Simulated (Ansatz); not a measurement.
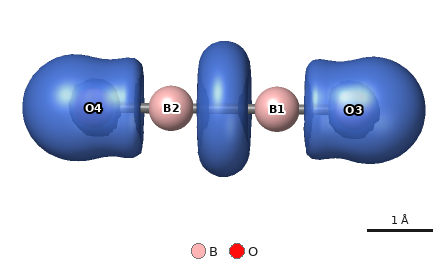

*B₂O₂. Isosurface of the ELF at 0.75 (blue), seen from one side. Only the valence region is drawn (cores and ρ < 0.01 e/Å³ removed).*

Geometry: PBE0-D3(BJ)/pcseg-1.

Level of theory: Ansatz 0.2.0, isolated molecule in a Gaussian basis; Kohn-Sham density functional theory, functional PBE0.

> Where are the electrons localised?

At this value the surface marks out one region between bonded B–B atoms (shared pairs) and two regions on O in which the atom's valence shell and bonds are merged. Along the contacts the grid gives the following. B–O (1.20 Å): the ELF peaks at about 0.85 between the atoms (a polar covalent bond). B–B (1.64 Å): the ELF peaks at about 1 between the atoms; localised, covalent bonding.
